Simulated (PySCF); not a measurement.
## Electronic structure of SmB (multiplicity 10) in real space

```
atom   x (Å)   y (Å)    z (Å)
  Sm  0.0000  0.0000  -0.1608
   B  0.0000  0.0000   2.2192
```

All numbers below come from PySCF 2.14.0, PBE0/x2c-SVPall, spin-free X2C-1e, Gaussian nucleus, at a bond length of 2.380 Å.

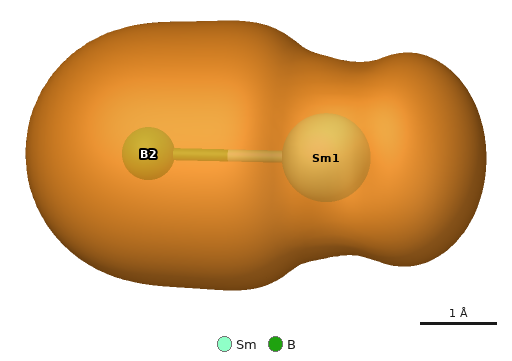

Figure 1. Isosurface of the spin density (α minus β) at +0.02 e/Å³ (orange), seen from one side.

> Where is the unpaired spin?

The unpaired spin (9 electrons) lies mostly on Sm1 (about 7.3) and B2 (about 1.7), in electrons by Hirshfeld's partition.

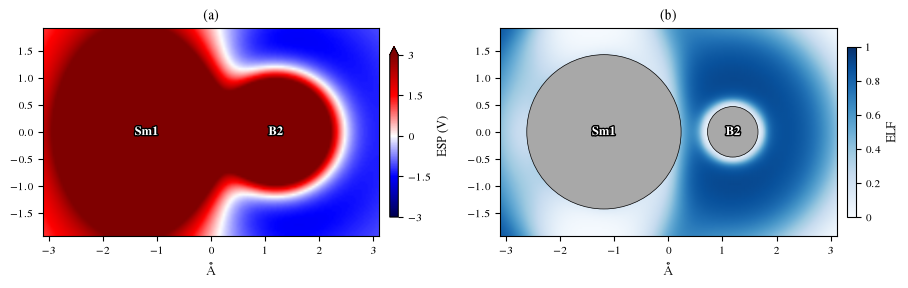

Figure 2. (a) molecular electrostatic potential; (b) ELF on a plane that holds the molecular axis. Grey discs cover the atomic cores in the ELF map.

> What do the fields say about this system?

Atoms in the plane: Sm and B. Sm–B (2.38 Å): the ELF peaks at about 0.65 in the valence shell of B, 0.7 Å from its nucleus, and is about 0.30 at the midpoint. Outside the dense part of the molecule the potential is most negative (−1.5 V) near Sm1.

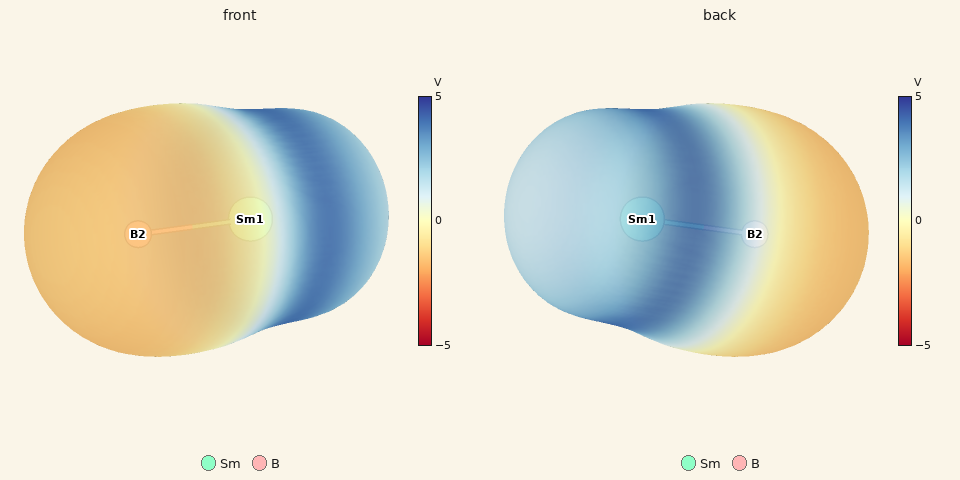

Figure 3. The electrostatic potential painted on the density surface at 0.002 e/bohr³, seen from the front and from behind; red is negative and blue positive.

> Where is the surface potential most negative and most positive?

The most negative region (about −1.5 V, or −35 kcal/mol for a unit charge) lies over B2, the most positive (about +4.0 V, or +92 kcal/mol for a unit charge) over Sm1.
